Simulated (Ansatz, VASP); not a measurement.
# Cross-check of Cu (Copper) between VASP and Ansatz

One calculation is typed for both programs; each brings its own data sets and cutoff. How far apart do they land? The cell comes out of the VASP series on this material, whose earlier steps may have relaxed, scaled or displaced it; both programs get it as it stands.

Method: plane waves, with VASP 6.6.1 beside it; band structure at LDA, in Ansatz 0.2.0.

### 1. Starting point

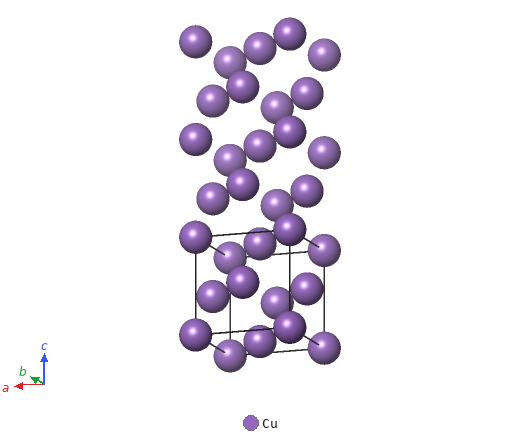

The starting structure, seen from a free direction (copper purple). 1×1×3 cells are drawn. This picture shows the conventional cell, with its axes. Some periodic images of atoms are drawn too.

### 2. VASP: band structure, LDA

Levels along a path test the potential and the projectors away from the mesh points.

Lines of VASP's logs that name or quote its potential files are left out, and so is its time.

File INCAR:

```
SYSTEM = Cu
PREC = Accurate
ENCUT = 400
EDIFF = 1E-06
NELM = 100
ISMEAR = 1
SIGMA = 0.2
LREAL = .FALSE.
ALGO = Normal
GGA = CA
NBANDS = 16
LASPH = .TRUE.
LORBIT = 11
LWAVE = .FALSE.
LCHARG = .FALSE.
KPAR = 2
```

File POSCAR:

```
Cu
1.0
    0.0000000000      1.7590729518      1.7590729518
    1.7590729518      0.0000000000      1.7590729518
    1.7590729518      1.7590729518      0.0000000000
Cu
1
Direct
    0.0000000000      0.0000000000      0.0000000000
```

File KPOINTS:

```
Automatic mesh
0
Gamma
13 13 13
0 0 0
```

File KPOINTS_OPT:

```
Line mode
16
Line-mode
Reciprocal
  0.00000000   0.00000000   0.00000000 GAMMA
  0.50000000   0.00000000   0.50000000 X

  0.50000000   0.00000000   0.50000000 X
  0.50000000   0.25000000   0.75000000 W

  0.50000000   0.25000000   0.75000000 W
  0.37500000   0.37500000   0.75000000 K

  0.37500000   0.37500000   0.75000000 K
  0.00000000   0.00000000   0.00000000 GAMMA

  0.00000000   0.00000000   0.00000000 GAMMA
  0.50000000   0.50000000   0.50000000 L

  0.50000000   0.50000000   0.50000000 L
  0.62500000   0.25000000   0.62500000 U

  0.62500000   0.25000000   0.62500000 U
  0.50000000   0.25000000   0.75000000 W

  0.50000000   0.25000000   0.75000000 W
  0.50000000   0.50000000   0.50000000 L

  0.50000000   0.50000000   0.50000000 L
  0.37500000   0.37500000   0.75000000 K

  0.62500000   0.25000000   0.62500000 U
  0.50000000   0.00000000   0.50000000 X
```

PAW data sets: Cu (LDA family, release 64).

Launch:

```sh
mpirun -np 2 vasp_std
```

Numbers of over 12 decimals in the logs are rounded to 6 here.

The program printed:

```text
[banner, memory and clock lines left out]
running    2 mpi-ranks, on    1 nodes
 distrk:  each k-point on    1 cores,    2 groups
 distr:  one band on    1 cores,    1 groups

 POSCAR found type information on POSCAR Cu
 POSCAR found :  1 types and       1 ions
 LDA part: xc-table for (Slater(with rela. corr.)+CA(PZ))
 , standard interpolation
 POSCAR, INCAR and KPOINTS ok, starting setup
 FFT: planning ... GRIDC
 FFT: planning ... GRID_SOFT
 FFT: planning ... GRID
 WAVECAR not read
 entering main loop
       N       E                     dE             d eps       ncg     rms          rms(c)
DAV:   1     0.356114652919E+02    0.35611E+02   -0.40540E+03  3168   0.996E+02
DAV:   2    -0.441790931348E+01   -0.40029E+02   -0.36361E+02  3016   0.169E+02
DAV:   3    -0.572482690166E+01   -0.13069E+01   -0.13045E+01  3264   0.295E+01
DAV:   4    -0.573074542783E+01   -0.59185E-02   -0.59182E-02  3232   0.180E+00
DAV:   5    -0.573078923100E+01   -0.43803E-04   -0.43803E-04  3312   0.159E-01    0.805E+00
DAV:   6    -0.508255588711E+01    0.64823E+00   -0.13352E+01  3480   0.565E+01    0.370E+00
DAV:   7    -0.472933627444E+01    0.35322E+00   -0.19620E+00  3456   0.217E+01    0.635E-01
DAV:   8    -0.471311560028E+01    0.16221E-01   -0.53225E-03  3408   0.722E-01    0.282E-01
DAV:   9    -0.471159230961E+01    0.15233E-02   -0.65684E-03  3576   0.109E+00    0.113E-02
DAV:  10    -0.471160269277E+01   -0.10383E-04   -0.18142E-05  2952   0.452E-02    0.420E-03
DAV:  11    -0.471160477530E+01   -0.20825E-05   -0.55214E-07  2680   0.797E-03    0.404E-04
DAV:  12    -0.471160477765E+01   -0.23554E-08   -0.40897E-08  1600   0.173E-03
   1 F= -.47116048E+01 E0= -.47115217E+01  d E =-.249184E-03
 Start KPOINTS_OPT (optional k-point list driver)
k-point batch [1-84\160]
       N       E                     dE             ncg
DAV:   1     0.779275617821E+04   -0.24298E+05     3232
DAV:   2     0.454437360636E+04   -0.32484E+04     2896
DAV:   3     0.443377237869E+04   -0.11060E+03     3488
DAV:   4     0.443316365985E+04   -0.60872E+00     3160
DAV:   5     0.443315890879E+04   -0.47511E-02     3536
DAV:   6     0.443315885065E+04   -0.58140E-04     3168
DAV:   7     0.443315884994E+04   -0.70917E-06     2792
k-point batch [85-160\160]
       N       E                     dE             ncg
DAV:   1     0.108283001166E+05   -0.33361E+05     2944
DAV:   2     0.783556242499E+04   -0.29927E+04     2760
DAV:   3     0.774163181859E+04   -0.93931E+02     3040
DAV:   4     0.774116148849E+04   -0.47033E+00     3008
DAV:   5     0.774115752989E+04   -0.39586E-02     3080
DAV:   6     0.774115747921E+04   -0.50681E-04     3080
DAV:   7     0.774115747861E+04   -0.60198E-06     2376
```

Parts of OUTCAR (step 2):

```text
ion  position               nearest neighbor table
   1  0.000  0.000  0.000-

  LATTYP: Found a face centered cubic cell.
 ALAT       =     3.5181459036

 Subroutine GETGRP returns: Found 48 space group operations
 (whereof 48 operations were pure point group operations)

The static configuration has the point symmetry O_h .

 Found     84 irreducible k-points:

   k-points           NKPTS =     84   k-points in BZ     NKDIM =     84   number of bands    NBANDS=     16

   dimension x,y,z NGX =    16 NGY =   16 NGZ =   16
   dimension x,y,z NGXF=    32 NGYF=   32 NGZF=   32

   ENCUT  =  400.0 eV  29.40 Ry    5.42 a.u.   4.06  4.06  4.06*2*pi/ulx,y,z

   NELECT =      11.0000    total number of electrons

 k-points in reciprocal lattice and weights: Automatic mesh
   0.00000000  0.00000000  0.00000000       0.000
   0.07692308  0.00000000  0.00000000       0.004
   0.15384615  0.00000000  0.00000000       0.004
   0.23076923  0.00000000  0.00000000       0.004
   0.30769231  0.00000000  0.00000000       0.004
   0.38461538  0.00000000  0.00000000       0.004
   0.46153846  0.00000000  0.00000000       0.004
   0.07692308  0.07692308  0.00000000       0.003
   0.15384615  0.07692308  0.00000000       0.011
[...]
-0.30769231  0.46153846  0.15384615       0.011
  -0.30769231  0.46153846  0.23076923       0.011

 average (electrostatic) potential at core
       1 -63.7284

 E-fermi :   8.6032

 k-point     1 :       0.0000    0.0000    0.0000
  band No.  band energies     occupation
    ...
      2       5.0677      2.00000
      3       5.0677      2.00000
      4       5.0677      2.00000
      5       6.0172      2.00000
      6       6.0172      2.00000
      7      31.7280      0.00000
      8      34.8469      0.00000
      9      34.8469      0.00000
     10      34.8469      0.00000
     11      37.4654      0.00000
    ...

 k-point     2 :       0.0769    0.0000    0.0000
  band No.  band energies     occupation
    ...
      2       5.0162      2.00000
      3       5.1131      2.00000
      4       5.1131      2.00000
      5       5.9996      2.00000
      6       5.9996      2.00000
      7      30.4429      0.00000
      8      32.9216      0.00000
      9      34.2320      0.00000
     10      34.2320      0.00000
     11      38.3758      0.00000
    ...

 k-point     3 :       0.1538    0.0000    0.0000
  band No.  band energies     occupation
    ...
      2       4.8900      2.00000
      3       5.2112      2.00000
      4       5.2112      2.00000
      5       5.9818      2.00000
      6       5.9818      2.00000
      7      26.5722      0.00000
      8      32.3761      0.00000
      9      33.3033      0.00000
     10      33.3033      0.00000
     11      39.3102      0.00000
    ...

  Total       -0.0037092     -0.0037092     -0.0037092      0.0000000     -0.0000000      0.0000000
  in kB       -0.5458994     -0.5458994     -0.5458994      0.0000000     -0.0000000      0.0000000
  external PRESSURE =      -0.5458994 kB  Pullay stress =       0.0000000 kB

  energy-cutoff  :      400.00
  volume of cell :       10.89
      direct lattice vectors                 reciprocal lattice vectors
     0.000000000  1.759072952  1.759072952    -0.284240628  0.284240628  0.284240628
     1.759072952  0.000000000  1.759072952     0.284240628 -0.284240628  0.284240628
     1.759072952  1.759072952  0.000000000     0.284240628  0.284240628 -0.284240628

 POSITION                                       TOTAL-FORCE (eV/Angst)
 -----------------------------------------------------------------------------------
      0.00000      0.00000      0.00000         0.000000      0.000000      0.000000
 -----------------------------------------------------------------------------------
    total drift:                                0.000000      0.000000      0.000000

  FREE ENERGIE OF THE ION-ELECTRON SYSTEM (eV)
  ---------------------------------------------------
  free  energy   TOTEN  =        -4.7116047777 eV

  energy  without entropy=       -4.7113555939  energy(sigma->0) =       -4.71152172

 total charge
# of ion       s       p       d       tot
------------------------------------------
    1        0.480   0.446   9.186  10.111

[... 3 further parts left out ...]
```

The run ends at a pressure of -0.05 GPa.

### 3. Ansatz: band structure, LDA

Ansatz runs on its default PAW (the set named soft_2) files.

The same cell, functional (in two slightly different forms), mesh and smearing now go to Ansatz, which takes its cutoff from its data sets.

File input.yaml:

```yaml
crystal:
  lattice:
    - [0.0, 1.7590729518, 1.7590729518]
    - [1.7590729518, 0.0, 1.7590729518]
    - [1.7590729518, 1.7590729518, 0.0]
  atoms:
    - { symbol: Cu, position: [0.0, 0.0, 0.0] }
hamiltonian:
  xc: lda
  pseudopotentials: { kind: paw }
kpoints:
  mp_grid: { grid: [13, 13, 13] }
  band_path:
    path:
      - [0.0, 0.0, 0.0]
      - [0.16667, 0.0, 0.16667]
      - [0.33333, 0.0, 0.33333]
      - [0.5, 0.0, 0.5]
      - [0.5, 0.08333, 0.58333]
      - [0.5, 0.18333, 0.68333]
      - [0.5, 0.25, 0.75]
      - [0.45, 0.3, 0.75]
      - [0.40833, 0.34167, 0.75]
      - [0.35, 0.35, 0.7]
      - [0.225, 0.225, 0.45]
      - [0.075, 0.075, 0.15]
      - [0.03333, 0.03333, 0.03333]
      - [0.23333, 0.23333, 0.23333]
      - [0.4, 0.4, 0.4]
      - [0.51667, 0.46667, 0.51667]
      - [0.55833, 0.38333, 0.55833]
      - [0.60833, 0.28333, 0.60833]
      - [0.60833, 0.25, 0.64167]
      - [0.55833, 0.25, 0.69167]
      - [0.51667, 0.25, 0.73333]
      - [0.5, 0.3, 0.7]
      - [0.5, 0.38333, 0.61667]
      - [0.5, 0.48333, 0.51667]
      - [0.475, 0.475, 0.55]
      - [0.425, 0.425, 0.65]
      - [0.38333, 0.38333, 0.73333]
      - [0.59167, 0.18333, 0.59167]
      - [0.55, 0.1, 0.55]
      - [0.5, 0.0, 0.5]
    npoints: 1
scf:
  occupations: { method: methfessel_paxton, width: 0.2 }
  n_extra_bands: 6
output:
  forces: true
  stress: true
  eigenvalues: true
```

Launch:

```sh
ansatz run input.yaml --threads 2 --pin off --max-ram 4608MiB --backend cpu --events-out ev --progress --plain --runs-dir out
```

The program printed:

```text
scf.n_extra_bands = 6 over 10 filled bands (N_el = 19.0): the run solves 16 bands
Engine: ansatz 0.2.0, aarch64-unknown-linux-gnu
Pseudopotentials: kind: paw
Pseudopotential: Cu, paw, valence charge 19, recommended cutoff 420 eV (normal), Cu.paw.azcp
Functional definition: SPW92
  exchange = slater_x
  correlation = pw_c
Crystal: 1 atoms, lattice volume = 10.886 Å³
Basis set: ecut = 420 eV, 181 PW (Γ)
Bands: 16, of which v1, the nominal top of the filled ones, is band 10 counted from 1 (9 counted from 0)
Symmetry: 48 space group operations
Space group: Fm-3m (ITA 225), of the structure as read, at distance tolerance 2.2e-5 Å
k-points: 84 of 2197
Non-local potential: Cu, projectors of the file, l = 0: 3, l = 1: 2, l = 2: 3, l = 3: 1
PAW form: soft (Blöchl's): semilocal exchange-correlation on the pseudo side does not see the compensation charge
PAW frozen core: Cu, regenerated for the run's functional, and the local potential with it (the file was generated under x = pbe(κ = 0.804, μ = 0.219515), c = pbe(β = 0.066725))
PAW one-centre angular grid: Cu, 590 points (default); XC on 64 Gauss nodes
Initial density: superposition of atomic densities (neutral atoms: chi_scale 0, normalization atom), corrected by the library's trained network
Initial wavefunctions: pseudopotential atomic-orbital guess
Functional: x = slater, c = lda
SCF iter   1: F=—  HF=-6555.729723 eV  |F-HF|=—  |Δ(HF+E_count)|=         —  Δρ=2.30e-2  dr2=2.52e-2  ethr=1.77e-3  ⟨swp⟩=4.8  Hψ=6617  notcnv=0  defer=3
preconditioner: auto → none  [insulator: Δε(μ)=0.177 eV  Ē_g=22.884 eV  σ=0.200 eV  W_gap=0.53  n_scr=0 (ndim 8)  ℏωp=37.3 eV  f_vac=0.000  D(μ)=0.36/eV (n_scr^D=0)  ε∞_Penn≈3.7]
SCF iter   2: F=—  HF=-6555.722699 eV  |F-HF|=—  |Δ(HF+E_count)|=   7.02e-3  S|Δr|=    0.00e0  Δρ=1.97e-3  dr2=3.38e-4  ethr=1.32e-4  ⟨swp⟩=2.6  Hψ=2527  notcnv=0  defer=15
SCF iter   3: F=—  HF=-6555.722622 eV  |F-HF|=—  |Δ(HF+E_count)|=   7.65e-5  S|Δr|=    0.00e0  Δρ=1.46e-3  dr2=6.22e-5  ethr=1.78e-6  ⟨swp⟩=2.2  Hψ=1709  notcnv=0  defer=15
SCF iter   4: F=—  HF=-6555.722650 eV  |F-HF|=—  |Δ(HF+E_count)|=   2.82e-5  S|Δr|=    0.00e0  Δρ=2.22e-5  dr2=1.15e-8  ethr=5.26e-10  ⟨swp⟩=7.4  Hψ=7014  notcnv=0
SCF iter   5: F=-6555.722650 eV  HF=-6555.722650 eV  |F-HF|=2.94e-10  |Δ(HF+E_count)|=   1.40e-8  S|Δr|=    0.00e0  Δρ=2.65e-6  dr2=1.62e-10  ethr=6.08e-11  ⟨swp⟩=2.0  Hψ=3750  notcnv=0
SCF 1 converged in 5 iterations: F = -6555.722650 eV  dr2 = 1.62e-10
  greatest PAW one-centre occupation: 1.000 electrons in one spin orbital (limit 2), on the Cu atom at site 0 (counted from 0), in its partial waves of l = 0
NSCF: frozen V_eff on 30 k-points
SCF converged after 5 iterations
Stability not checked: this state was not tested for a lower state beside it, because cold or Methfessel-Paxton smearing, or corrected tetrahedra, fill the levels in a way that the test cannot read (fill_not_monotonic; see scf.lower_state_search)
Free energy (F): -6555.722650 eV
Harris-Foulkes:  -6555.722650 eV  (|F-HF|=2.94e-10)
Internal energy: -6555.722361 eV  (E = F + TS)
E sigma→0 (E₀):  -6555.722578 eV
Entropy (-TS):   -0.000289 eV (-0.289 meV/atom)
Fermi energy:    18.354841 eV
--- Per-component energies (eV) ---
  E_band       = -333.803631
  E_kinetic    = 301.582927
  E_local      = -3901.468812  (includes V_loc(G=0)·N_el)
  E_nonlocal   = 393.307383
  E_hartree    = 1719.799953
  E_xc         = -89.923941
  E_vxc        = -116.638516  (∫ρ·V_xc dr)
  E_paw        = -1592.265166  (= ΣΔE_a)
  E_vpaw       = -450.186401  (= ΣTr[D̂ρ^β])
  E_aug_tail   = 0.000270  (compensation charges beyond the density's cutoff)
  E_ewald      = -3387.204635
  E_core_change = 0.449660  (= ΣΔE_core)
  E_smearing   = -0.000289  (= −TS)
  E_closure    = 0.000000  (closes the sum)
  Σ components = -6555.722650   (vs F -6555.722650, Δ=0.00e0)
--- Forces (eV/Å), atoms counted from 1 ---
  atom   1  Cu     0.00000000     0.00000000     0.00000000
  max |Σ_I F_I| component: 8.22e-32 eV/Å
--- Stress (GPa, compression-positive) ---
       -0.094950      -0.000000      -0.000000
       -0.000000      -0.094950       0.000000
        0.000000       0.000000      -0.094950
  P = ⅓ Tr σ = -0.0949 GPa (-0.949 kbar)
--- Band table (eV; the first three rows and the last of 84) ---
  k-point 0: bands = [... 6 lower, 14.8442, 14.8442, 15.8070, 15.8070, 41.5221, 44.4582, 44.4582, 44.4582, ... 2 higher]
  k-point 1: bands = [... 6 lower, 14.8901, 14.8901, 15.7892, 15.7892, 40.1720, 42.6134, 43.8407, 43.8407, ... 2 higher]
  k-point 2: bands = [... 6 lower, 14.9897, 14.9897, 15.7716, 15.7716, 36.2717, 42.1240, 42.9084, 42.9084, ... 2 higher]
  k-point 83: bands = [... 6 lower, 14.3825, 15.7710, 16.5855, 23.2834, 25.3216, 27.4507, 28.0516, 46.4487, ... 2 higher]
```

Run time: 0.96 s. Hardware: 2 threads of Arm Neoverse V1, shared host; peak memory 0.26 GiB; 1.7 s of CPU time.

Reading the cycles: dr2 is the Hartree energy of the density residual (eV), the measure of convergence; HF is the Harris–Foulkes estimate of the energy, which meets the free energy F at convergence.

### 4. Comparison

Known differences besides the PAW data sets themselves: the two LDA forms differ slightly; the data sets hold 19 valence electrons in Ansatz (default PAW (the set named soft_2) files) and 11 in VASP; the cutoff is 420 eV in Ansatz and 400 eV in VASP; Ansatz makes its cores anew for this functional, VASP keeps those of its LDA data sets. Total energies have different zeros and are not compared.

Both answers:

| quantity | Ansatz | VASP | difference |
| --- | --- | --- | --- |
| pressure (GPa) | -0.09 | -0.05 | -0.04 |

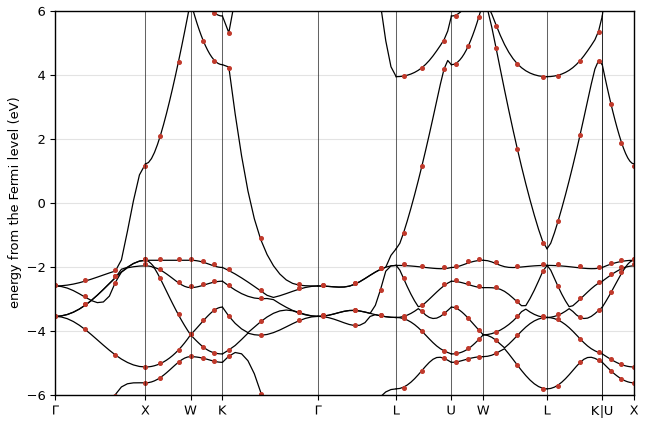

Bands from VASP (lines) and levels from Ansatz (dots). Dots without a line are higher empty bands that the VASP plot leaves out.

Levels from 3 eV below to 2 eV above the Fermi level differ by 41 meV r.m.s. and 51 meV at most; each VASP level is matched to the nearest of Ansatz, which flatters the figure a little. Ansatz's pressure holds a Pulay correction of 0.12 GPa; VASP's holds none.

### 5. Results

```yaml
r_m_s_difference_of_levels_near_the_fermi_level_band_structure_lda: 41 meV
```

**Reading.** The r.m.s. difference of levels near the Fermi level is 41 meV (band structure, LDA), within the 80 meV picked in this series as the mark of a large difference. Differences of this kind measure data sets and numerical settings, not the functional's error against experiment.

[Lines on the potential files, build, host, timing and source positions are cut from VASP's logs without a mark.]

[Logs are printed without paths, hosts, clocks, repeated set-up lines and the standing remarks that a program may print on its own settings, such as how far it seeks lower states.]

[Hosts, paths, dates, database ids (printed as entryN), source tags and the programs' standing remarks are cut or masked in the printed files.]
